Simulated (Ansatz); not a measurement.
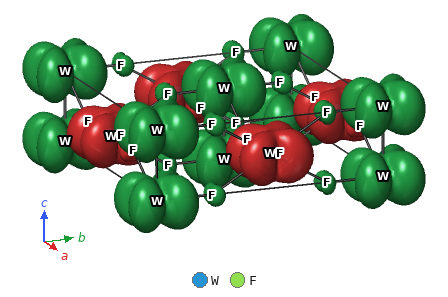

Figure. WF₂. Isosurfaces of the magnetisation density (up minus down) at +0.03 (green) and −0.03 e/Å³ (red), seen slightly off an axis. Sticks mark near contacts.

Space group P4₂/mnm; started from the rutile prototype, which need not be the ambient phase; computed pressure about −3 GPa in this cell; spin-polarised.

Theory: DFT PBE, scalar-relativistic, plane waves, PAW (Ansatz 0.2.0).

In a PAW calculation such maps are meaningful between the atoms, not at the nuclei.

> Where is the spin, and how is it ordered?

The spin density sits on W: +0.5 μB (×2) and −0.5 μB (×2) in one cell of 12 atoms: antiferromagnetic in this solution, which needn't be the ground state, with nearest magnetic neighbours parallel and the sign changing further off. The cell of the calculation (6 atoms) carries 0.0 μB of net spin moment.
